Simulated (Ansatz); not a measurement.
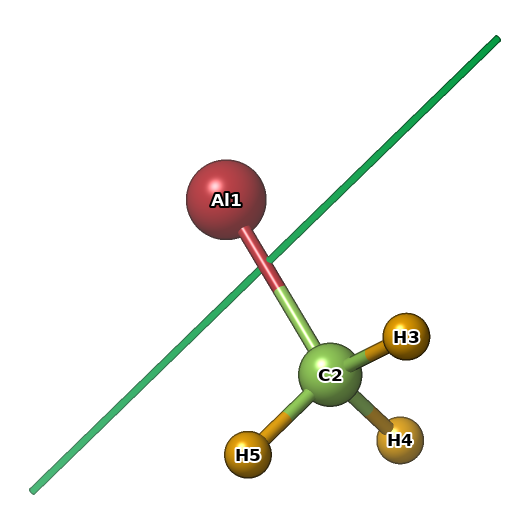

A line through the centre of mass is drawn in. Distant atoms are faded towards the background colour. Computed geometry: PBE0-D4/def2-TZVP optimisation.

### Is the line a proper rotation axis of the structure, and of what order?

No. The point group is C3v, with 1 C3 axis and 3 mirror planes, and this line isn't one of its proper axes.
